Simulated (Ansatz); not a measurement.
# BaTiO3 (P4mm): a soft mode frozen in, part 3 of 3

Aim: this structure of BaTiO3 (P4mm) is to be tested for unstable modes, and one is followed downhill.

Ansatz 0.2.0; DFT LDA, scalar-relativistic, plane waves, PAW; PAW set soft_1.

So far. Step 5 (Energy along the mode, all amplitudes (two of the runs …): The lowest of the steps tried is at 0.04 Å, 0.172 meV/atom below the parent; the bottom of the well need not coincide with a step. Step 7 (The new phase in its own primitive cell): The largest force component left is 0.10 meV/Å and the pressure is 0.005 GPa, within the tolerances set. The cell now holds 12.28 Å³/atom. The relaxed cell has a = 5.576, c = 6.841 Å (conventional setting).

The database entry behind the starting cell differs from later determinations by our own check (c/a about 0.6 % short), so it need not match the best structure at ambient conditions.

### 8. Modes of the new phase, k-mesh 9×9×9

A relaxed structure may still be a saddle point, so its zone-centre modes are computed. The response to a homogeneous field gives the Born charges and the dielectric tensor, and its change with displacement the Raman tensors.

input.yaml

```yaml
crystal:
  lattice:
    - [2.7880847095, 1.6097014576, 2.280423106]
    - [-2.7880847095, 1.6097014576, 2.280423106]
    - [0.0, -3.2194029151, 2.280423106]
  atoms:
    - { symbol: Ba, position: [0.9979259658, 0.9979259658, 0.9979259658] }
    - { symbol: Ti, position: [0.4893415747, 0.4893415747, 0.4893415747] }
    - { symbol: O, position: [0.5072740154, 0.5072740154, 0.0113991961] }
    - { symbol: O, position: [0.5072740154, 0.0113991961, 0.5072740154] }
    - { symbol: O, position: [0.0113991961, 0.5072740154, 0.5072740154] }
kpoints:
  mp_grid: { grid: [9, 9, 9] }
hamiltonian:
  xc: lda
  pseudopotentials: { kind: paw, azcp: { folder: soft_1 }, xc_functional: pbe }
scf:
  occupations: { method: fixed }
output:
  eigenvalues: true
phonons:
  method: dfpt
  dielectric: true
  rigid_motions: translations
  raman: true
```

On the command line:

```console
ansatz run input.yaml --threads 4 --pin off --max-ram 10240MiB --backend cpu --events-out ev --progress --plain --runs-dir out
```

Numbers of over 12 decimals in the logs are rounded to 6 here.

Log:

```text
[...]
Crystal: 5 atoms, lattice volume = 61.407 Å³
Basis set: ecut = 420 eV, 1213 PW (Γ), exchange–correlation on 54×54×54 points (8 copies of the dense FFT grid, shifted against one another)
Bands: 25, of which v1, the nominal top of the filled ones, is band 20 counted from 1 (19 counted from 0)
Symmetry: 6 space group operations
k-points: 365 of 729 (irreducible under 1 space group operation, time reversal used)
[...]
SCF iter   1: F=—  HF=-9905.107296 eV  |F-HF|=—  |Δ(HF+E_count)|=         —  Δρ=5.42e-2  dr2=1.86e0  ethr=3.10e-3  ⟨swp⟩=4.8  Hψ=35536  notcnv=0  defer=738
[...]
SCF iter  10: F=-9904.640624 eV  HF=-9904.640624 eV  |F-HF|=0.00e0  |Δ(HF+E_count)|=  1.31e-10  Δρ=1.32e-7  dr2=8.27e-12  ethr=1.00e-12  ⟨swp⟩=11.7  Hψ=59066  notcnv=0
SCF 1 converged in 10 iterations: F = -9904.640624 eV  dr2 = 8.27e-12
[...]
NSCF: frozen V_eff on 13 k-points
[...]
Bands: 21, of which v1, the nominal top of the filled ones, is band 20 counted from 1 (19 counted from 0)
k-points: 110 of 1000 (time reversal used)
[...]
Eigensolver: Dense (110 Hₖ)
SCF iter   1: F=—  HF=-9904.633027 eV  |F-HF|=—  |Δ(HF+E_count)|=         —  Δρ=3.69e-4  dr2=1.75e-5  ethr=1.00e-1
[...]
SCF iter   7: F=-9904.633022 eV  HF=-9904.633022 eV  |F-HF|=3.64e-12  |Δ(HF+E_count)|=  3.27e-11  Δρ=9.31e-8  dr2=6.50e-12  ethr=1.00e-12
SCF 1 converged in 7 iterations: F = -9904.633022 eV  dr2 = 6.50e-12
[...]
SCF converged after 10 iterations
Free energy (F): -9904.640624 eV
[...]
Internal energy: -9904.640624 eV  (E = F + TS)
E sigma→0 (E₀):  -9904.640624 eV
Fermi energy:    10.442741 eV
[...]
--- Band table (eV; the first three rows and the last of 365) ---
  k-point 0: bands = [... 16 lower, 9.2950, 10.1946, 10.2956, 10.2956, 12.6315, 12.6315, 12.7455, 15.0857, ... 1 higher]
  k-point 1: bands = [... 16 lower, 9.2037, 9.9327, 10.2171, 10.2337, 12.6669, 12.8732, 12.8947, 15.0884, ... 1 higher]
  k-point 2: bands = [... 16 lower, 8.9677, 9.4228, 10.0120, 10.0432, 12.7134, 13.3764, 13.4242, 15.0893, ... 1 higher]
  k-point 364: bands = [... 16 lower, 9.1464, 9.1571, 9.4513, 9.5620, 13.1781, 14.3181, 14.3578, 15.5891, ... 1 higher]
[...]
ASR residual: 4.666e-5 → 0.000e0 eV/Å²; symmetrization residual: 1.400e-5 eV/Å²
  ASR residual per site (eV/Å²): 2.06e-5 2.79e-5 4.67e-5 4.28e-5 4.28e-5
[...]
ε∞ (high-frequency dielectric tensor):
        6.351946     0.000000     0.000000
        0.000000     6.351946    -0.000000
        0.000000    -0.000000     6.050011
  ε⁰ (static dielectric tensor: ions relaxed, cell fixed):
      108.720555     0.000000     0.000000
        0.000000   108.720555    -0.000000
        0.000000    -0.000000    54.383478
  ε⁰ − ε∞ (ionic part):
      102.368609     0.000000     0.000000
        0.000000   102.368609    -0.000000
        0.000000    -0.000000    48.333467
[...]
Born effective charges Z* (e; rows j = field, columns β = displacement):
    site 0:
         2.80424    0.00000    0.00000
         0.00000    2.80424   -0.00000
         0.00000   -0.00000    2.77809
    site 1:
         6.85387    0.00000    0.00000
        -0.00000    6.85387   -0.00000
         0.00000   -0.00000    6.25388
    site 2:
        -2.06451    0.00000    0.00000
         0.00000   -4.37423    1.53315
        -0.00000    1.41655   -3.01066
    site 3:
        -3.79680    1.00014    1.32774
         1.00014   -2.64194   -0.76657
         1.22677   -0.70828   -3.01066
    site 4:
        -3.79680   -1.00014   -1.32774
        -1.00014   -2.64194   -0.76657
        -1.22677   -0.70828   -3.01066
  Z* charge neutrality: 1.959e-3 e pre-enforcement
[...]
optical modes at Γ without the LO–TO term, one row a degenerate level:
      ω (cm⁻¹)  modes    IR ((D/Å)²/amu)  static Raman (Å⁴/amu)  depolarisation
        156.23      2           134.0626               410.7064           0.750
        176.51      1             9.9994                36.8881           0.043
        182.73      2            11.4637               151.5927           0.750
        219.03      1            49.8570              1306.7255           0.024
        280.89      1             0.0000                 0.0000               —
        294.07      2             0.0021                32.1284           0.750
        483.83      2            13.7771               137.3072           0.750
        510.96      1             8.1831               741.7604           0.008
  optical modes at Γ + LO–TO along q̂ = [1.0000, 0.0000, 0.0000]:
      ω (cm⁻¹)  modes    IR ((D/Å)²/amu)  static Raman (Å⁴/amu)  depolarisation
        156.23      1            67.0313               205.3532           0.750
        176.51      1             9.9994                36.8881           0.043
        180.73      1             0.0028                18.5466           0.750
        182.73      1             5.7318                75.7964           0.750
        219.03      1            49.8570              1306.7255           0.024
        280.89      1             0.0000                 0.0000               —
        294.07      1             0.0000                16.4060           0.750
        294.07      1             0.0010                16.0642           0.750
        451.10      1             3.4675                 1.1163           0.750
        483.83      1             6.8885                68.6536           0.750
        510.96      1             8.1831               741.7604           0.008
        700.92      1            76.1823               107.9122           0.750
  optical modes at Γ + LO–TO along q̂ = [0.0000, 1.0000, 0.0000]:
      ω (cm⁻¹)  modes    IR ((D/Å)²/amu)  static Raman (Å⁴/amu)  depolarisation
        156.23      1            67.0313               205.3532           0.750
        176.51      1             9.9994                36.8881           0.043
        180.73      1             0.0028                18.5466           0.750
        182.73      1             5.7318                75.7964           0.750
        219.03      1            49.8570              1306.7255           0.024
        280.89      1             0.0000                 0.0000               —
        294.07      1             0.0000                16.4060           0.750
        294.07      1             0.0010                16.0642           0.750
        451.10      1             3.4675                 1.1163           0.750
        483.83      1             6.8885                68.6536           0.750
        510.96      1             8.1831               741.7604           0.008
        700.92      1            76.1823               107.9122           0.750
  optical modes at Γ + LO–TO along q̂ = [0.0000, 0.0000, 1.0000]:
      ω (cm⁻¹)  modes    IR ((D/Å)²/amu)  static Raman (Å⁴/amu)  depolarisation
        156.23      2           134.0626               410.7064           0.750
        182.73      2            11.4637               151.5927           0.750
        183.94      1             0.0184                81.5897           0.015
        280.89      1             0.0000                 0.0000               —
        294.07      2             0.0021                32.1284           0.750
        463.88      1             5.0877                29.5920           0.007
        483.83      2            13.7771               137.3072           0.750
        694.12      1            62.9333               877.9444           0.010
```

It took 9.2 min on 4 threads of Arm Neoverse V1, shared host; peak memory 2.5 GiB; 35 min of CPU time.

Numbers from this step:

| Item | Value |
| --- | --- |
| sum-rule residual before enforcement | 4.67e-5 eV/Å² |
| miss of the charge sum rule | 0.001959 e |
| estimated error of the dielectric tensor | 0.01919 |
| estimated error of the Born charges | 0.02359 e |
| point group | 3m |
| highest optical mode at the zone centre (no LO-TO term) | 511.0 cm⁻¹ |
| lowest optical zone-centre mode | 156.2 cm⁻¹ |
| mean high-frequency dielectric constant | 6.251 |
| largest Born charge (third of the trace) | 6.654 e |
| mean static dielectric constant | 90.61 |
| top of the zone-centre spectrum with the field | 700.9 cm⁻¹ |

Without the LO-TO term. Patterns of degenerate modes are one choice out of their space. The modes at Γ (shares of kinetic energy by element, %):

```
mode  frequency (cm⁻¹)  symmetry  Ba %  Ti %  O %
   1               0.0  acoustic    59    21   21
   2               0.0  acoustic    59    21   21
   3               0.0  acoustic    59    21   21
   4             156.2         E     9    14   77
   5             156.2         E     9    14   77
   6             176.5        A1    40    16   45
   7             182.7         E    32    65    3
   8             182.7         E    32    65    3
   9             219.0        A1     2    64   35
  10             280.9        A2     0     0  100
  11             294.1         E     0     0  100
  12             294.1         E     0     0  100
  13             483.8         E     0     1   99
  14             483.8         E     0     1   99
  15             511.0        A1     0     0  100
```

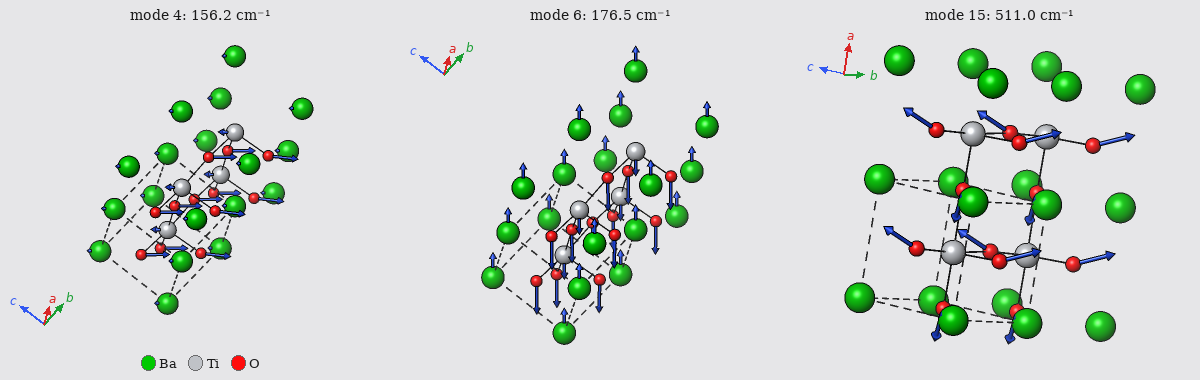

Displacement patterns of modes 4, 6 and 15 at Γ; arrows are exaggerated. 2×2×1 cells are drawn. Some periodic images of atoms are drawn too.

Optical modes at the zone centre, without and with the macroscopic field of the longitudinal modes; each column is sorted by frequency, so a row need not hold one and the same mode. Modes with and without the field, by row:

```
rank among optical modes  no field (cm⁻¹)  q along (1, 0, 0) (cm⁻¹)  q along (0, 0, 1) (cm⁻¹)
                       1            156.2                     156.2                     156.2
                       2            156.2                     176.5                     156.2
                       3            176.5                     180.7                     182.7
                       4            182.7                     182.7                     182.7
                       5            182.7                       219                     183.9
                       6              219                     280.9                     280.9
                       7            280.9                     294.1                     294.1
                       8            294.1                     294.1                     294.1
                       9            294.1                     451.1                     463.9
                      10            483.8                     483.8                     483.8
                      11            483.8                       511                     483.8
                      12              511                     700.9                     694.1
```

Born charge (rows field, columns displacement) (e), principal values of the symmetric part by kind of site:

```
atom  atoms with these values    low  middle   high   mean
 Ba1                        1   2.78    2.80   2.80   2.80
 Ti2                        1   6.25    6.85   6.85   6.65
  O3                        3  -5.32   -2.07  -2.06  -3.15
```

In full for O3:

```
-2.06  0.00  0.00
 0.00 -4.37  1.53
 0.00  1.42 -3.01
```

High-frequency dielectric tensor:

```
6.35 0.00 0.00
0.00 6.35 0.00
0.00 0.00 6.05
```

Static dielectric tensor (ions relaxed, fixed cell):

```
108.7   0.0   0.0
  0.0 108.7   0.0
  0.0   0.0  54.4
```

Transverse modes. Infrared lines, with heights relative to the strongest:

```
position (cm⁻¹)  label  relative intensity
            156      E                 100
            176     A1                 7.5
            183      E                 8.6
            219     A1                  37
            281     A2                 0.0
            294      E                 0.0
            484      E                  10
            511     A1                 6.1
```

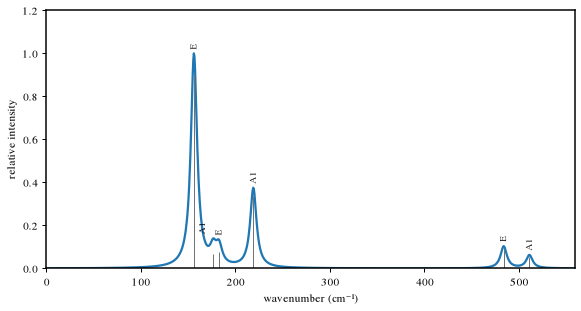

The infrared spectrum, broadened with Lorentzians of width 8 cm⁻¹; bars mark the lines.

Activity x (w_L - w)^4 (n + 1)/w, 532 nm, 300 K; modes without the macroscopic field alone. Lines of the Raman spectrum (strongest = 100):

```
position (cm⁻¹)  label  relative intensity
            156      E                  55
            176     A1                 4.0
            183      E                  16
            219     A1                 100
            281     A2                 0.0
            294      E                 1.6
            484      E                 3.2
            511     A1                  16
```

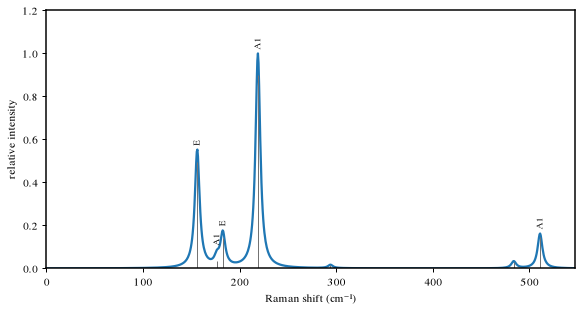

The Raman spectrum, broadened with Lorentzians of width 6 cm⁻¹; bars mark the lines.

Before it was imposed, the acoustic sum rule was missed by 4.7e-5 eV/Å² and the charge sum rule by 0.0020 e. Small misses are needed for a sound result but don't prove that mesh and cutoff are converged. The lowest optical mode is real, 156 cm⁻¹.

### 9. Results

```json
{
 "unstable mode of the parent": "q = (0, 0, 0), 95i cm⁻¹",
 "depth at the lowest point sampled": "0.172 meV/atom",
 "largest atomic shift at that point": "0.04 Å",
 "space group reached (within 0.01 Å)": "R3m",
 "energy gained over the parent (first relaxation, on the mesh of the frozen mode)": "0.438 meV/atom",
 "volume per atom, phase reached": "12.3 Å³",
 "gap on the k-mesh, phase reached": "2.19 eV",
 "lowest optical zone-centre mode, phase reached": "156 cm⁻¹",
 "highest optical mode at the zone centre (no LO-TO term), phase reached": "511 cm⁻¹"
}
```

In words: Along this mode the structure falls into R3m, 0.438 meV/atom below the parent. At the parent's cell the well is 0.172 meV/atom deep on the steps tried, with its lowest point at a shift of 0.04 Å. Relaxing atoms and cell changes the gain by +0.27 meV/atom against the lowest step (energies at zero smearing). Most of the total comes from this relaxation. The new phase has no imaginary mode at the zone centre of its cell; other wavevectors were not checked. How so shallow a well moves with the k mesh was not tested. Of the 3 patterns followed to their end from this parent, this one reaches the lowest energy. Another end point lies within 1 meV/atom; how such a difference moves with mesh and cutoff was not tested. Each path keeps the symmetry of its pattern, so a lower phase may lie along a pattern not tried. Spin-orbit coupling is left out, which can matter for the heavy elements here. The PAW files were made for PBE and serve the other functionals too.

[Logs are printed without paths, hosts, clocks, repeated set-up lines and the standing remarks that a program may print on its own settings, such as how far it seeks lower states.]

[Hosts, paths, dates, database ids (printed as entryN), source tags and the programs' standing remarks are cut or masked in the printed files.]
